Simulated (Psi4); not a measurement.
## C2H7N (ethanamine): the dipole moment, rung by rung

C2H7N has 10 atoms, charge 0, and is taken as a singlet. SMILES: `CCN`. Geometry: optimised at PBE0/def2-TZVP. This is one conformer, not always the lowest.

```
atom    x (Å)    y (Å)    z (Å)
   C  -0.8067   0.4957  -0.5390
   C   0.0677  -0.6387  -0.0268
   N   1.1723  -0.2463   0.8333
   H  -1.6131   0.1230  -1.1776
   H  -0.2186   1.2086  -1.1246
   H  -1.2632   1.0427   0.2913
   H   0.4850  -1.1927  -0.8736
   H  -0.5469  -1.3561   0.5261
   H   0.8254   0.2458   1.6484
   H   1.7849   0.3977   0.3468
```

Quantity: the dipole moment, in D. The values are calculated.

```
                                 level                    kind  program  value (D)  CPU time
   PBE-D4/def2-TZVPP (density fitting)                     GGA     Psi4       1.21   2.6 min
r2SCAN-D4/def2-TZVPP (density fitting)                meta-GGA     Psi4       1.25   7.1 min
 B3LYP-D4/def2-TZVPP (density fitting)           global hybrid     Psi4       1.27   2.8 min
  PBE0-D4/def2-TZVPP (density fitting)           global hybrid     Psi4       1.27      98 s
  wB97M-V/def2-TZVPP (density fitting)  range-separated hybrid     Psi4       1.29   4.8 min
```

The values span 1.21 to 1.29 D. Magnitudes only. CPU times are rough (shared hosts, several kinds of processor): they show what a rung costs within a factor of a few.

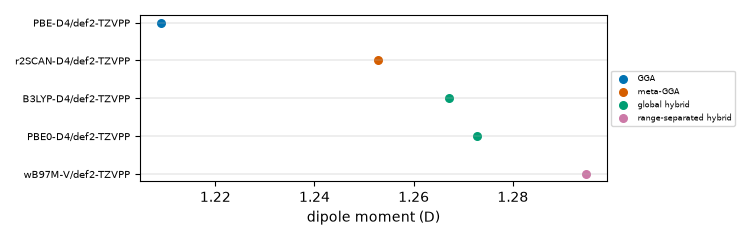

The values of the table, level by level.
